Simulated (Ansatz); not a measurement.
## BiCl (built on the sites of a database entry of InCl): phonons and vibrational spectra

Aim: the phonons of BiCl (built on the sites of a database entry of InCl) at a cell relaxed beforehand at this level. After the zone centre comes a 2×2×2 q mesh on a 12×12×12 k mesh.

Main program and level: Ansatz 0.2.0; DFT PBE+D3(BJ), scalar-relativistic, plane waves, PAW.

The structure was built from a prototype and need not be the compound's stable phase.

## Step 1: Starting point

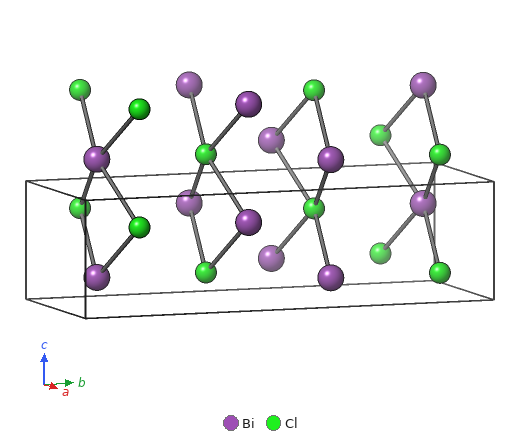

Start, viewed slightly off an axis; bismuth purple, chlorine green. 1×1×2 cells are drawn. This picture shows the conventional cell, with its axes. Some periodic images of atoms are drawn too.

## Step 2: Modes at Γ

The cell comes from relaxations at this level that are not shown. The zone centre comes first: it holds the modes that light can see, as far as symmetry allows. No field response is asked, since the mesh shows no gap.

Input file input.yaml:

```yaml
crystal:
  lattice:
    - [2.5025059948, -6.4328910364, 0.0]
    - [2.5025059948, 6.4328910364, 0.0]
    - [0.0, 0.0, 3.5121800591]
  atoms:
    - { symbol: Bi, position: [0.3994189981, 0.6005810019, 0.75] }
    - { symbol: Bi, position: [0.6005810019, 0.3994189981, 0.25] }
    - { symbol: Cl, position: [0.867677037, 0.132322963, 0.25] }
    - { symbol: Cl, position: [0.132322963, 0.867677037, 0.75] }
kpoints:
  mp_grid: { grid: [12, 12, 12] }
hamiltonian:
  xc: pbe
  dispersion: d3bj
scf:
  occupations: { method: methfessel_paxton, width: 0.2 }
output:
  eigenvalues: true
phonons:
  method: dfpt
```

The run is started by

```bash
> ansatz run input.yaml --threads 4 --pin off --max-ram 14336MiB --backend cpu --events-out ev --progress --plain --runs-dir out
```

Numbers of over 12 decimals in the logs are rounded to 6 here.

Log:

```text
zone centre: on kpoints.mp_grid the ground state, and the responses unless they are solved on pairs of k-points, stand on 301 of the mesh's 1728 k-points, reduced under 4 symmetry operations, with k and −k counted as one. Each operation leaves every solved displacement unchanged or reverses it
Engine: ansatz 0.2.0, x86_64-unknown-linux-gnu
Pseudopotentials: kind: paw
Pseudopotential: Bi, paw, valence charge 15, recommended cutoff 420 eV (normal), Bi.paw.azcp
Pseudopotential: Cl, paw, valence charge 7, recommended cutoff 420 eV (normal), Cl.paw.azcp
Functional definition: PBE
  parameter kappa = 0.804
  parameter beta = 0.066725
  exchange = pbe_x(kappa = kappa, mu = beta*pi^2/3)
  correlation = pbe_c(beta = beta)
Crystal: 4 atoms, lattice volume = 113.081 Å³
Basis set: ecut = 420 eV, 2227 PW (Γ), exchange–correlation on 96×96×48 points (8 copies of the dense FFT grid, shifted against one another)
Bands: 27, of which v1, the nominal top of the filled ones, is band 22 counted from 1 (21 counted from 0)
Symmetry: 8 space group operations
k-points: 301 of 1728 (irreducible under 4 space group operations, time reversal used)
Non-local potential: Bi, projectors of the file, l = 0: 2, l = 1: 2, l = 2: 2, l = 3: 2
Non-local potential: Cl, projectors of the file, l = 0: 2, l = 1: 2, l = 2: 2
PAW form: soft (Blöchl's): semilocal exchange-correlation on the pseudo side does not see the compensation charge
PAW one-centre angular grid: Bi, 590 points (default); XC on 64 Gauss nodes
PAW one-centre angular grid: Cl, 110 points (default); XC on 64 Gauss nodes
Initial density: superposition of atomic densities (neutral atoms: chi_scale 0, normalization atom), corrected by the library's trained network
Initial wavefunctions: pseudopotential atomic-orbital guess
Functional: x = pbe(κ = 0.804, μ = 0.219515), c = pbe(β = 0.066725)
SCF iter   1: F=—  HF=-26954.908452 eV  |F-HF|=—  |Δ(HF+E_count)|=         —  Δρ=2.46e-3  dr2=1.58e-2  ethr=1.77e-3  ⟨swp⟩=6.8  Hψ=38127  notcnv=0
preconditioner: auto → LDOS  [metal: Δε(μ)=0.004 eV  Ē_g=9.385 eV  σ=0.200 eV  W_gap=0.02  n_scr=26 (ndim 8)  ℏωp=17.1 eV  f_vac=0.013  D(μ)=2.60/eV (n_scr^D=18)  β→1.0]
SCF iter   2: F=—  HF=-26954.905234 eV  |F-HF|=—  |Δ(HF+E_count)|=   3.22e-3  S|Δr|=    0.00e0  Δρ=1.96e-3  dr2=8.21e-3  ethr=3.58e-5  ⟨swp⟩=2.0  Hψ=17199  notcnv=0
SCF iter   3: F=—  HF=-26954.903316 eV  |F-HF|=—  |Δ(HF+E_count)|=   1.92e-3  S|Δr|=    0.00e0  Δρ=3.79e-4  dr2=3.97e-4  ethr=1.87e-5  ⟨swp⟩=2.0  Hψ=14701  notcnv=0
SCF iter   4: F=—  HF=-26954.903269 eV  |F-HF|=—  |Δ(HF+E_count)|=   4.69e-5  S|Δr|=    0.00e0  Δρ=9.76e-5  dr2=1.91e-5  ethr=9.03e-7  ⟨swp⟩=3.0  Hψ=15821  notcnv=0
SCF iter   5: F=—  HF=-26954.903275 eV  |F-HF|=—  |Δ(HF+E_count)|=   6.45e-6  S|Δr|=    0.00e0  Δρ=3.96e-5  dr2=1.89e-6  ethr=4.35e-8  ⟨swp⟩=2.0  Hψ=14699  notcnv=0
SCF iter   6: F=—  HF=-26954.903273 eV  |F-HF|=—  |Δ(HF+E_count)|=   2.32e-6  S|Δr|=    0.00e0  Δρ=8.55e-6  dr2=9.95e-8  ethr=4.30e-9  ⟨swp⟩=2.0  Hψ=14693  notcnv=0
SCF iter   7: F=—  HF=-26954.903273 eV  |F-HF|=—  |Δ(HF+E_count)|=   5.26e-8  S|Δr|=    0.00e0  Δρ=2.62e-6  dr2=8.25e-9  ethr=2.26e-10  ⟨swp⟩=3.0  Hψ=16014  notcnv=0
SCF iter   8: F=—  HF=-26954.903273 eV  |F-HF|=—  |Δ(HF+E_count)|=  3.02e-10  S|Δr|=    0.00e0  Δρ=8.85e-7  dr2=9.80e-10  ethr=1.87e-11  ⟨swp⟩=2.0  Hψ=14695  notcnv=0
SCF iter   9: F=—  HF=-26954.903273 eV  |F-HF|=—  |Δ(HF+E_count)|=  1.86e-10  S|Δr|=    0.00e0  Δρ=2.14e-7  dr2=4.89e-11  ethr=2.23e-12  ⟨swp⟩=2.0  Hψ=14700  notcnv=0
SCF iter  10: F=-26954.903273 eV  HF=-26954.903273 eV  |F-HF|=1.09e-11  |Δ(HF+E_count)|=  1.82e-11  S|Δr|=    0.00e0  Δρ=4.40e-8  dr2=1.52e-12  ethr=1.00e-12  ⟨swp⟩=7.3  Hψ=41333  notcnv=0
SCF 1 converged in 10 iterations: F = -26954.903273 eV  dr2 = 1.52e-12
  greatest PAW one-centre occupation: 0.989 electrons in one spin orbital (limit 2), on the Bi atom at site 1 (counted from 0), in its partial waves of l = 2
DFPT response loops at Γ: preconditioner auto → Kerker (q_TF=auto, 2.331 Å⁻¹) (partly filled bands, converged f_vac=0.015); β = 1.00, the filter's whole step (`scf.mixing.beta` (0.50) is not read by the response loops under this deck's `scf.mixing.preconditioner`; to damp them name `kerker` or `kerker_dos`, under which they read `scf.mixing.beta`, and type it under 1.00, their step now; both keys bind the ground state too); Broyden in place of MSR1
SCF converged after 10 iterations
Stability not checked: this state was not tested for a lower state beside it, because cold or Methfessel-Paxton smearing, or corrected tetrahedra, fill the levels in a way that the test cannot read (fill_not_monotonic; see scf.lower_state_search)
Free energy (F): -26954.903273 eV
Harris-Foulkes:  -26954.903273 eV  (|F-HF|=1.09e-11)
Internal energy: -26954.895206 eV  (E = F + TS)
E sigma→0 (E₀):  -26954.901256 eV
Entropy (-TS):   -0.008067 eV (-2.017 meV/atom)
Fermi energy:    8.317861 eV
Step filling:    the computed levels leave a gap of 0.0008 eV = 0.0 smearing widths at the electron count; against every level under it full and every level over it empty, smearing changes F+E_penalty+E_count by -5.225 meV and its σ→0 estimate by -3.209 meV
--- Per-component energies (eV) ---
  E_band       = -265.824926
  E_kinetic    = 924.938273
  E_local      = -3683.076324  (includes V_loc(G=0)·N_el)
  E_nonlocal   = 1178.391092
  E_hartree    = 1205.543715
  E_xc         = -517.087712
  E_vxc        = -532.560291  (∫ρ·V_xc dr)
  E_paw        = -22643.591660  (= ΣΔE_a)
  E_vpaw       = -564.604386  (= ΣTr[D̂ρ^β])
  E_aug_tail   = -0.000685  (compensation charges beyond the density's cutoff)
  E_ewald      = -3418.680352
  E_disp       = -1.331553  (pairwise vdW)
  E_smearing   = -0.008067  (= −TS)
  E_closure    = 0.000000  (closes the sum)
  Σ components = -26954.903273   (vs F -26954.903273, Δ=0.00e0)
--- Band table (eV; the first three rows and the last of 301) ---
  k-point 0: bands = [... 18 lower, 5.2464, 5.3932, 7.1261, 9.5650, 10.5390, 11.0437, 11.4568, 12.9080, ... 1 higher]
  k-point 1: bands = [... 18 lower, 5.2358, 5.2777, 7.2141, 9.4788, 9.5149, 11.2125, 11.5536, 12.0382, ... 1 higher]
  k-point 2: bands = [... 18 lower, 4.8727, 5.2777, 7.4207, 8.1433, 9.2231, 10.5216, 10.5804, 11.6849, ... 1 higher]
  k-point 300: bands = [... 18 lower, 4.7954, 4.7954, 5.3481, 5.3481, 8.0839, 8.0839, 9.4146, 9.4146, ... 1 higher]
--- Phonons (Γ-DFPT): 6 representative perturbations + reference, on 301 of 1728 k-points (Σ response iterations 18) ---
  k mesh reduced under 4 symmetry operations, with k and −k counted as one. Each operation leaves every solved displacement unchanged or reverses it
  ASR residual: 5.420e-5 → 0.000e0 eV/Å²; symmetrization residual: 1.202e-5 eV/Å²
  pairwise dispersion correction: d3bj (s6 = 1.0, s8 = 0.7875, a1 = 0.4289, a2_bohr = 4.4407), with the weights of each atom's references fixed at the reference crystal's, and the forces and stress that the weights' published response gives there kept as a pressure on the atom's counted neighbours (hamiltonian.dispersion)
  ASR residual per site (eV/Å²): 9.24e-6 9.24e-6 5.42e-5 5.42e-5
  Γ frequencies (cm⁻¹): -47.17 -45.09 0.00 0.00 0.00 13.20 56.85 73.93 78.84 107.84 119.59 120.14
  non-analytic LO–TO correction: not included (Born effective charges unavailable; polar crystals: no LO–TO splitting at Γ)
```

Wall time 2.1 min (4 threads of Intel Xeon Platinum 8223CL at 3.00GHz (Skylake/Cascade Lake), shared host); peak memory 3.3 GiB; 7.8 min of CPU time.

Reading the cycles: dr2 is the Hartree energy of the density residual (eV), the measure of convergence; HF is the Harris–Foulkes estimate of the energy, which meets the free energy F at convergence.

This step gave:

```yaml
volume_per_atom: 28.27 Å³
gap_on_the_k_mesh: 0 eV
sum_rule_residual_before_enforcement: 5.42e-5 eV/Å²
point_group: mmm
highest_optical_mode_at_the_zone_centre_no_lo_to_term: 120.1 cm⁻¹
lowest_optical_zone_centre_mode: -47.17 cm⁻¹
```

Patterns of degenerate modes are one choice out of their space. Modes at Γ, with each element's share of the kinetic energy (negative means imaginary):

```
mode  frequency (cm⁻¹)  symmetry  Bi %  Cl %
   1             -47.2       B1u    15    85
   2             -45.1       B3g     1    99
   3               0.0  acoustic    85    15
   4               0.0  acoustic    86    14
   5               0.0  acoustic    85    15
   6              13.2       B1g    58    42
   7              56.9       B3g    99     1
   8              73.9       B1g    42    58
   9              78.8       B2u    15    85
  10             107.8        Ag    41    59
  11             119.6        Ag    59    41
  12             120.1       B3u    15    85
```

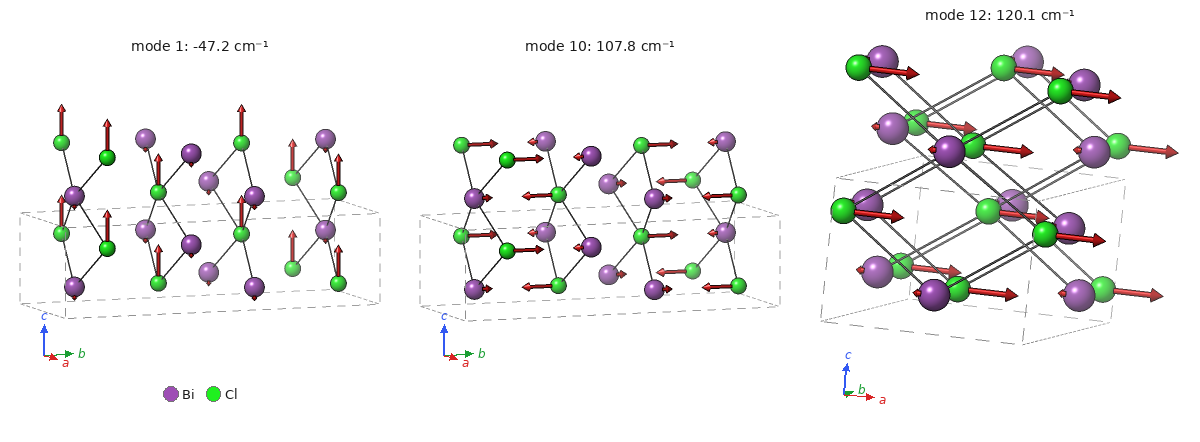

Displacement patterns of modes 1, 10 and 12 at Γ; arrows are exaggerated. 1×1×2 conventional cells are drawn. Some periodic images of atoms are drawn too.

Before it was imposed, the acoustic sum rule was missed by 5.4e-5 eV/Å². Small misses are needed for a sound result but don't prove that mesh and cutoff are converged. The lowest optical mode is imaginary, 47.2i cm⁻¹, so the energy falls along it.

(Continued in part 2 of 2.)

[Logs are printed without paths, hosts, clocks, repeated set-up lines and the standing remarks that a program may print on its own settings, such as how far it seeks lower states.]

[Hosts, paths, dates, database ids (printed as entryN), source tags and the programs' standing remarks are cut or masked in the printed files.]
